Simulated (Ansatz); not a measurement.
**H3Si···HCl (doublet): density, localisation and related maps**

The calculation's input:

```
crystal:
  periodic: [false, false, false]
  atoms:
    - { symbol: Si, position_ang: [0.0, 0.0, 0.0] }
    - { symbol: H, position_ang: [0.0, 0.0, 1.71] }
    - { symbol: H, position_ang: [1.3768, 0.0, -0.4862] }
    - { symbol: H, position_ang: [-0.6877, 1.1914, -0.4862] }
    - { symbol: H, position_ang: [-0.6877, -1.1914, -0.4862] }
    - { symbol: Cl, position_ang: [0.0, 0.0, 3.38] }
magnetization:
  spin_polarized: true
  initial_magnetization: 1
basis:
  gaussian: { orbitals: def2-SVP }
hamiltonian:
  xc: pbe0
  dispersion: d4
relax:
  f_tol: 0.15
  max_steps: 25
  restrain:
    - { distance: [1, 5], at: 1.37, k: 30.0 }
    - { distance: [0, 1], at: 2.66, k: 30.0 }
output:
  orbitals: {}
```

Launched as:

```sh
ansatz run input.yaml --threads 1 --pin off --max-ram 2048MiB --backend cpu --events-out ev --progress --plain --runs-dir out
```

The fields are those of the run's last geometry, not of the input's.

Not at a stationary point (largest force 1.0 eV/Å).

Level of theory: Ansatz 0.2.0, UKS PBE0-D4/def2-SVP.

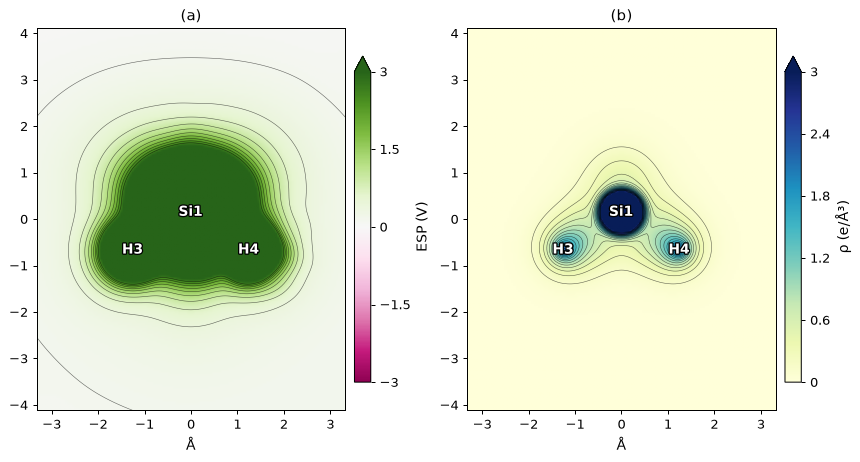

Figure 1. (a) molecular electrostatic potential; (b) total electron density on the plane of atoms H3, Si1 and H4.

Question: What do the fields say about this system?

Answer: The section cuts through Si and H sites.
Si–H (1.49 Å): the density is about 0.76 e/Å³ at the midpoint.
The potential has no marked negative region in this plane.

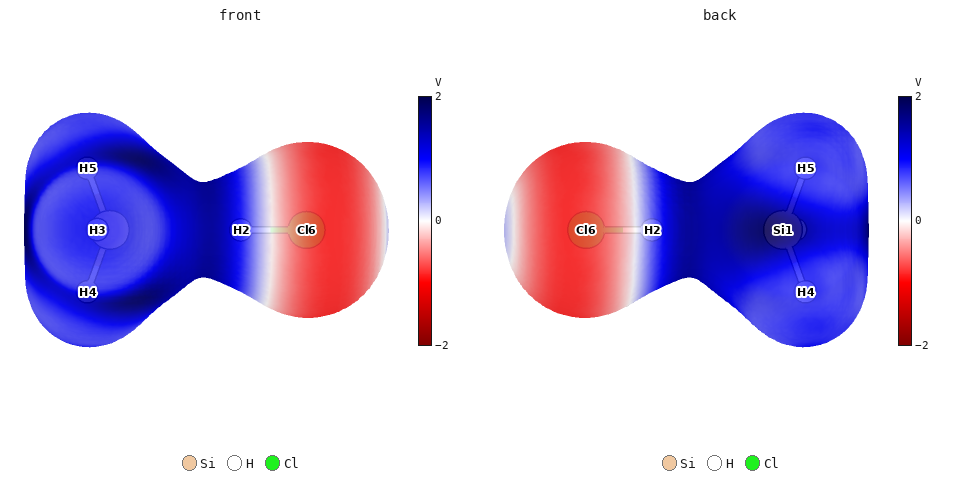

Figure 2. The molecular electrostatic potential painted on the density surface at 0.004 e/bohr³, seen from the front and from behind; the colour scale runs from red (negative) to blue (positive).

Question: Describe the electrostatic potential map.

Answer: The most negative region (about −0.8 V) lies over Cl6, the most positive (about +1.9 V) over Si1. Cl6 shows a σ-hole: about +0.2 V at the tip opposite its bond, against about −0.8 V on its flanks.

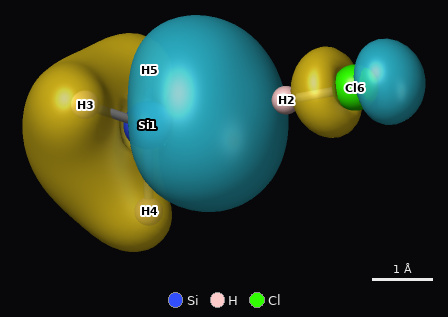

Figure 3. The HOMO (α) at ±0.08 Å⁻³ᐟ² (yellow and cyan are the two phases), seen at a tilt.

Question: What is the character of this orbital?

Answer: It lies mainly on Si1 (about 70 %) and Cl6 (about 5 %). Its energy is −6.86 eV.

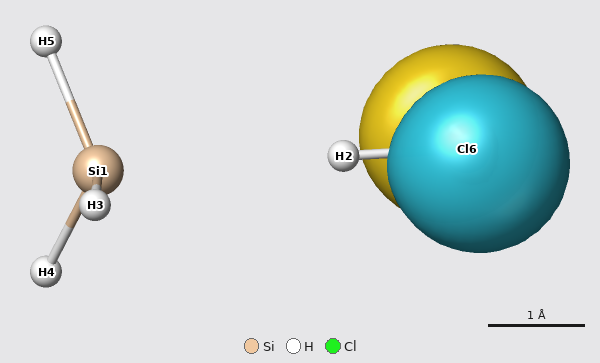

Figure 4. The HOMO (β) at ±0.2 Å⁻³ᐟ² (yellow and cyan are the two phases), seen at a tilt.

Question: Describe this orbital and give its energy.

Answer: By Hirshfeld shares it lies mainly on Cl6 (about 95 %); largely a lone pair of Cl6. It is one of a degenerate set, so its orientation is arbitrary. Its energy is −8.70 eV.
